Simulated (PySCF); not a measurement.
C3H4FN, SMILES `C=N/C=C\F`.

Computed with PySCF, ωB97X/6-31G*, geometry: GFN2-xTB. No frequency check shows the geometry to be a minimum. A basis without diffuse functions makes polarisabilities too small.

Coordinates in Å:

```
C1       2.1824   -0.1886    0.0000
N2       0.9384   -0.3864    0.0000
C3       0.0696    0.6804    0.0000
C4      -1.2515    0.5154    0.0000
F5      -1.8391   -0.6800    0.0000
H6       2.8361   -1.0466    0.0000
H7       2.6490    0.8033    0.0000
H8       0.4618    1.6995    0.0000
H9      -1.9666    1.3256    0.0000
```

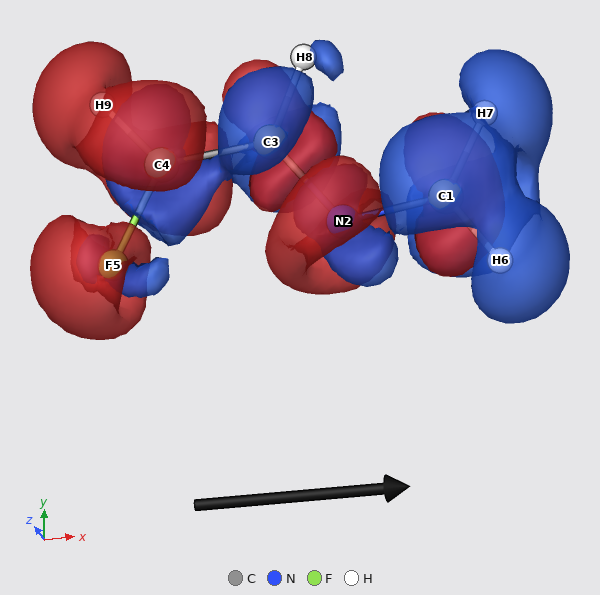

Change of the electron density in a uniform field of 0.10 V/Å along +x (arrow), surfaces at ±0.001 e/Å³ (red: gain, blue: loss).

The field was applied in both directions; the picture shows the one opposite to the script's first.

What dipole is induced, and what polarisability does it imply?

Answer. The induced dipole is 0.36 D (along the field); α along this axis, from the fields in both directions, is 71 bohr³ (10.6 Å³).
